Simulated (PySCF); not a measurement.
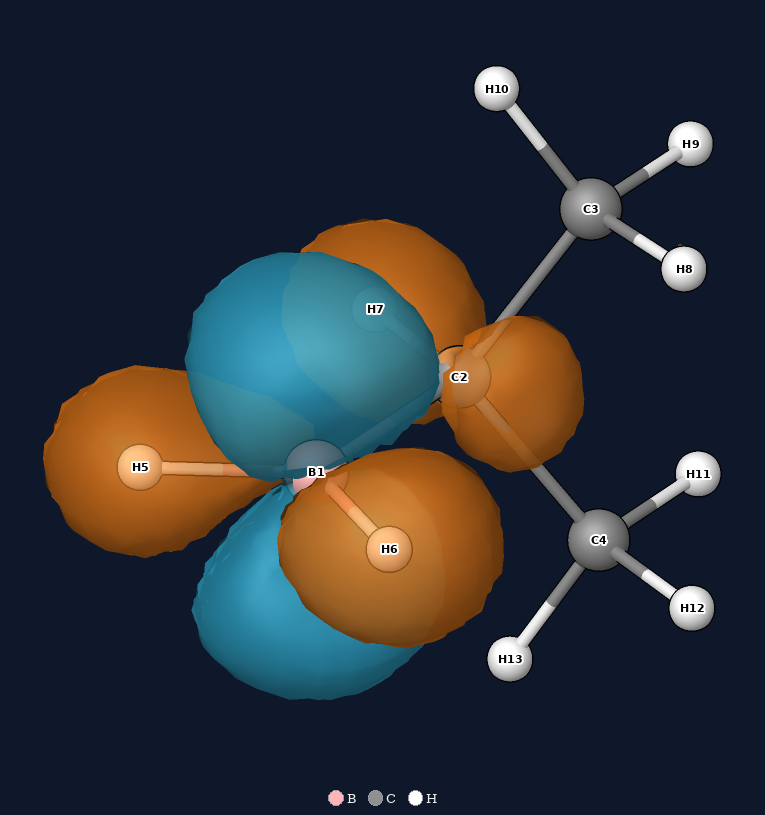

C$_{3}$H$_{9}$B, SMILES `BC(C)C`. Unrelaxed difference density of S₂ less the ground state (TDA singlet states), ±0.04 e/Å³; light blue: gain, orange: loss.

PySCF calculation, B3LYP/def2-SVPD, gas phase; geometry: GFN2-xTB. No frequency check shows the geometry to be a minimum.

Input script:

```python
import numpy as np
from pyscf import gto, scf, dft, tdscf
from pyscf.scf import atom_ks, atom_hf
from scipy.linalg import block_diag

def solve(mol, dm0=None, hcore=None):
    mf = (dft.UKS if mol.spin else dft.RKS)(mol, xc='b3lyp')
    mf.grids.level = 3
    mf = mf.density_fit(auxbasis='def2-universal-jkfit')
    mf.conv_tol, mf.max_cycle = 1e-8, 80
    if hcore is not None:
        mf.get_hcore = lambda *args: hcore
    mf.kernel(dm0)
    if not mf.converged:
        mf = mf.newton().run(mf.mo_coeff, mf.mo_occ, max_cycle=30)
    assert mf.converged, 'SCF not converged'
    return mf

mol = gto.M(atom='''
B     -0.03502    -1.58527     0.12288
C     -0.00140    -0.09211    -0.39732
C     -1.23610     0.67555     0.10333
C      1.26453     0.62149     0.10337
H     -0.05759    -2.48941    -0.61748
H     -0.03884    -1.78303     1.27522
H      0.00009    -0.03007    -1.49080
H     -1.26658     0.68327     1.19055
H     -1.20959     1.70598    -0.24804
H     -2.15014     0.21160    -0.26140
H      1.28259     1.65210    -0.24800
H      1.29528     0.62789     1.19059
H      2.15768     0.11847    -0.26133
''', basis='def2-svpd', charge=0, spin=0, verbose=4)
mf = solve(mol)
td = mf.TDA()
td.nstates, td.singlet, td.conv_tol = 4, True, 1e-5
td.kernel()
td.analyze()
x, y = np.array([p[0] for p in td.xy]), np.array([p[1] + 0 * p[0] for p in td.xy])
f, mu = td.oscillator_strength(), td.transition_dipole()
nto = [td.get_nto(state=i + 1, verbose=4) for i in range(len(td.e))]
# spherically averaged free atoms, for the promolecule
atm = atom_ks.get_atm_nrks(mol, xc='b3lyp')
pro = block_diag(*[(atm[a[0]][2] * atm[a[0]][3]) @ atm[a[0]][2].T for a in mol._atom])
np.savez('result.npz', e=td.e, f=f, ok=td.converged, w=[n[0] for n in nto], nto=[n[1] for n in nto], x=x, y=y, c=mf.mo_coeff, occ=mf.mo_occ, eps=mf.mo_energy, pro=pro, mu=mu)
```

Launched as:

```sh
OMP_NUM_THREADS=1 python input.py
```

The run took 4.6 min on 1 thread of Arm Neoverse V1, on a shared host, peak memory 0.75 GiB.

Question: How does the charge move on excitation?

Answer: 0.74 e is displaced in all, of which about 0.4 e passes between atoms: H6 (0.10 e) and H7 (0.10 e) lose electrons and B1 (0.36 e) gains them. The state: 5.71 eV (217 nm), f = 0.002; the leading pair carries 100 %; hole on B1 (26 %), H6 (19 %) and H5 (16 %), electron on B1 (62 %), H5 (9 %) and H6 (8 %); their centroids lie 0.4 Å apart.
